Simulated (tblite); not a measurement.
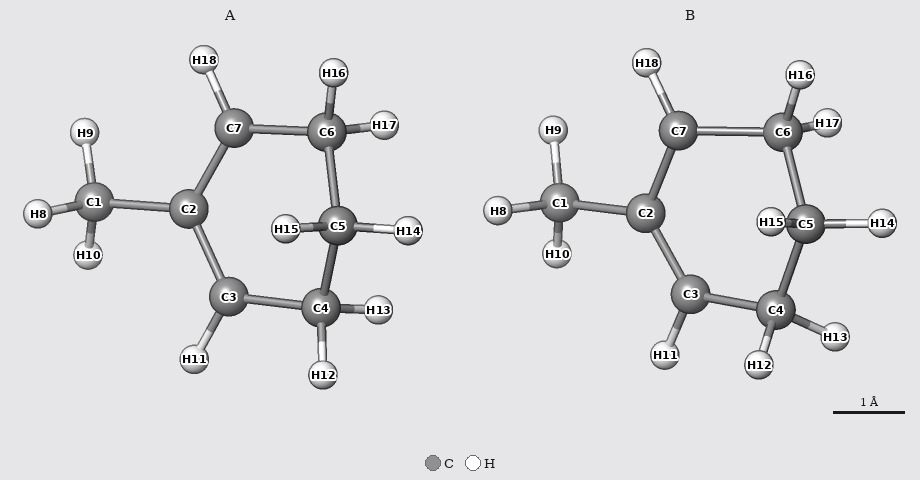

Two geometries of C7H11 (multiplicity 2), drawn at one scale. One is the start of a relaxation, the other its converged end. Style: ball-and-stick. Shown at a tilt.

Theory: tblite 0.8.0, GFN2-xTB geometry optimisation, gas phase. 

Q: Which one is relaxed?

A: Structure A is the relaxed one. After 63 geometry steps the energy has fallen by 15.3 kcal/mol. H12 moves most after the best rigid fit: 0.47 Å. Largest moves by element: H 0.47 Å, C 0.47 Å. Near-neighbour distances that change, for instance: C2–C7 1.478 → 1.379 Å, C2–C3 1.315 → 1.380 Å, C1–H8 1.129 → 1.090 Å, C3–H11 1.102 → 1.079 Å. Bond angles that change, for instance: C2–C7–C6 112.4° → 121.5°, C7–C6–H17 116.6° → 109.5°, C2–C1–H8 105.0° → 110.1°. The run took 0.37 s on 1 thread of Arm Neoverse V1, on a shared host.
